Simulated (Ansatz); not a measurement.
**SiS (SMILES [Si-]#[S+]): SVWN5/STO-3G**

What is the electronic atomisation energy of SiS at SVWN5/STO-3G? 

Program for the calculation: Ansatz 0.2.0.

48 further runs of the same task are left out: 13 that didn't finish, 35 set aside as unsound or not needed.

### 1 The molecule

SiS has 2 atoms, charge 0, and is taken as a singlet. SMILES: `[Si-]#[S+]`. The bond length is the measured one.

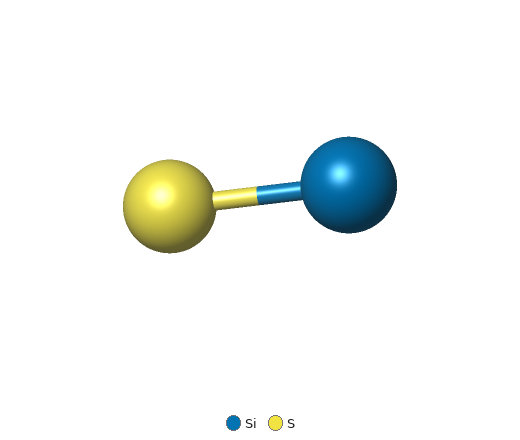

The structure, seen from a chosen angle (silicon blue, sulfur yellow).

### 2 The energy at SVWN5/STO-3G

in.yaml reads:

```yaml
crystal:
  periodic: [false, false, false]
  atoms:
    - {symbol: Si, position_ang: [0.000000, 0.000000, 0.000000]}
    - {symbol: S, position_ang: [0.000000, 0.000000, 1.929321]}
basis:
  gaussian:
    orbitals: STO-3G
hamiltonian:
  xc: {name: SVWN5}
accuracy: high
```

On the command line:

```sh
$ ansatz run in.yaml --threads 1 --pin off --max-ram 2610MiB --events-out events.jsonl --progress --plain --runs-dir runs
```

Standard output:

```text
Warning: RAYON_NUM_THREADS=1 ignored (pool sized by the plan → 1); use --threads N
Functional definition: SVWN5
  name "SVWN5"
  exchange = slater_x
  correlation = vwn5_c
299 factors; integrals over basis functions are off by at most 1.2e-8 eV
mean field evaluation 1: about -18428.7756 eV, gradient 2.2e1 eV
mean field evaluation 2: about -18383.5383 eV, gradient 1.0e2 eV
mean field evaluation 4: about -18430.8152 eV, gradient 1.6e0 eV
mean field evaluation 8: about -18430.8050 eV, gradient 3.2e-2 eV
mean field evaluation 16: about -18430.8050 eV, gradient 1.9e-9 eV
mean field -18430.80502935 eV, -677.3195919804 hartree, gradient 2.2e-9 eV, S^2 0.000000; 0 other end points of the search recorded, 0 dependent functions left out
reference -18430.80503071 eV, -677.3195920302 hartree; 15, 15 occupied and 3, 3 virtual orbitals, 299 factors
Total energy: -18430.80503071 eV, -677.3195920302 hartree
```

Wall time 0.73 s (1 thread of Arm Neoverse N1, shared host).

### 3 The S atom

job.yaml reads:

```yaml
crystal:
  periodic: [false, false, false]
  atoms:
    - {symbol: S, position_ang: [0.000000, 0.000000, 0.000000]}
basis:
  gaussian:
    orbitals: STO-3G
hamiltonian:
  xc: {name: SVWN5}
magnetization:
  spin_polarized: true
  initial_magnetization: 2
accuracy: high
```

Run the same way, it converges to -392.24376 Eh (log not shown).

### 4 The Si atom

job.yaml reads:

```yaml
crystal:
  periodic: [false, false, false]
  atoms:
    - {symbol: Si, position_ang: [0.000000, 0.000000, 0.000000]}
basis:
  gaussian:
    orbitals: STO-3G
magnetization:
  spin_polarized: true
  initial_magnetization: 2
hamiltonian:
  xc: {name: SVWN5}
accuracy: high
```

Run the same way, it converges to -284.74034 Eh (log not shown).

### 5 Outcome

Level: SVWN5/STO-3G.

```
                     quantity          value
       molecule: total energy  -677.31959 Eh
         S atom: total energy  -392.24376 Eh
                 S atom: ⟨S²⟩          2.000
        Si atom: total energy  -284.74034 Eh
                Si atom: ⟨S²⟩          2.000
electronic atomisation energy       9.129 eV
```

In words: Taking the molecule apart into free atoms costs 9.13 eV (211 kcal/mol), before zero-point energy and without spin-orbit coupling. In a minimal basis such a difference can be off by several eV, whatever the method.
